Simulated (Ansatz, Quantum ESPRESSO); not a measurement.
# Predicting the next point of a tunnelling series: vacuum gaps between two Ir(100) faces

**Set-up.** Quantum ESPRESSO 7.5 (pw.x, pwcond.x), LDA, GBRV ultrasoft; geometry as built. T is the transmission per spin at the Fermi level, averaged over the mesh across the current, in a cell of 7.49 Å². The series steps the width of the vacuum gap.

| width (Å) | T |
| --- | --- |
| 4 | 0.352 |
| 5 | 0.0892 |
| 6 | 0.00796 |

**Question.** What is T at 7 Å?

**Worked estimate.** In the tunnelling regime ln T falls linearly. The last two rows give a slope of ln(0.0892/0.00796)/(6 − 5) = 2.416 per Å, so T(7) ≈ 0.00796 × exp(−2.416 × 1) = 0.00071.

What the calculation gave: T = 0.000748; the estimate is 0.95 times that. The slope over the last interval is 2.365: the same within 8 %. Points of the mesh with over 2.5 times the mean carry 53 % of this T, so the value leans on the mesh. A second code, Ansatz 0.2.0, gives 0.000905.

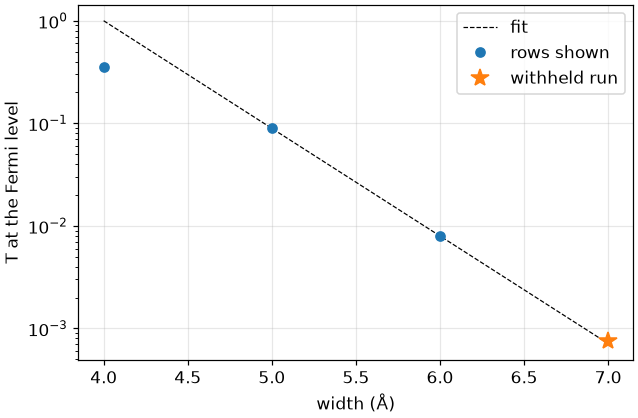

The rows shown, the fit and the withheld run.

Caveats: Short leads, unrelaxed atoms, a barrier without the image potential and an untested mesh.
